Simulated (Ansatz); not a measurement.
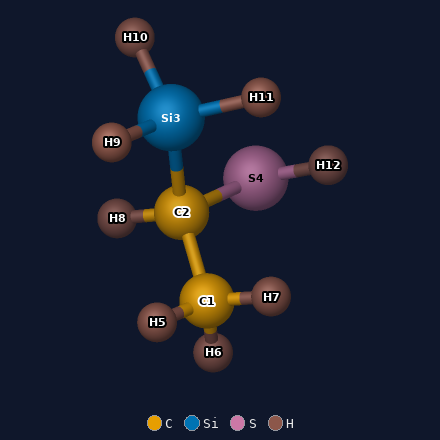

The system is C₂H₈SSi (SMILES CC([SiH3])S) with the probe H2O; the picture shows it without the atoms that are moved over the map. The probe is moved over a plane parallel to the molecule's main plane, 3.17 Å above it. The first coordinate is: x of the probe's H atom; the second: y of the probe's H atom. Nothing is relaxed (molecule and probe rigid, the probe upright with H nearest the plane). Grid: 17 × 15 points. Points are written as (first, second). Energies: meV, counted from the lowest grid point. Computed with RKS PBE0-D4/def2-SVP (Ansatz).

Range: x of the probe's H atom from −4.16 to 4.16 Å; y of the probe's H atom from −3.64 to 3.64 Å.

Q: Predict the map.

A: The lowest grid point is at (−0.52 Å, 1.56 Å). There is a further well near (−0.52 Å, −1.56 Å) (25 meV above the lowest at that grid point). The highest grid point, (0.00 Å, 0.00 Å), lies 102 meV above the lowest. On the interpolated surface the easiest way out of the lowest well to the well at (−0.52 Å, −1.56 Å) passes a barrier of about 35 meV. Near the minimum the curvatures are about 0.022 and 0.06 eV/Å² along the soft and the stiff direction.

```csv
"y of the probe's H atom ↓, x of the probe's H atom →",−3.64,−2.60,−1.56,−0.52,0.52,1.56,2.60,3.64
3.64,63,55,47,45,49,55,63,72
3.12,59,48,37,32,36,44,55,68
2.60,56,42,27,17,22,32,47,63
2.08,53,39,19,4,9,22,39,59
1.56,53,37,15,0,7,19,36,56
1.04,54,38,18,12,22,28,40,54
0.52,57,41,26,42,58,41,44,53
0.00,62,46,33,71,91,47,44,52
−0.52,68,52,35,60,78,43,43,52
−1.04,74,60,36,34,47,39,44,55
−1.56,79,69,43,25,34,42,51,60
−2.08,82,76,55,34,39,52,59,65
−2.60,84,80,67,51,53,62,67,70
−3.12,86,83,76,66,66,70,72,74
−3.64,87,85,81,75,74,75,76,77
```

The table holds every second grid line.

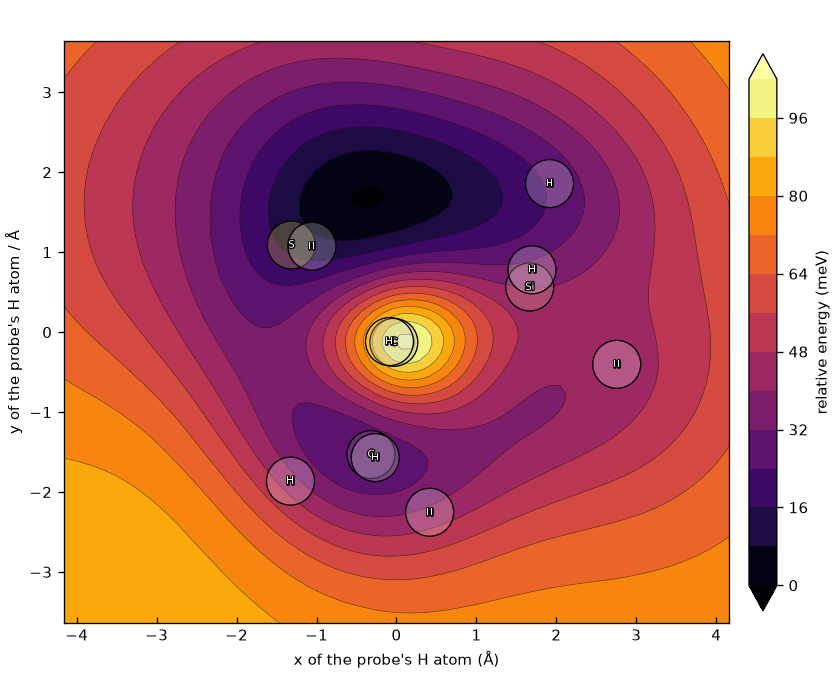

In the figure: filled contours, labelled circles for the molecule's atoms, projected on the plane, one colour for all values above the top of the scale. Between grid points the surface is interpolated.

The whole map (255 points run) took 51 min on 1 thread of Arm Neoverse N1, on a shared host.
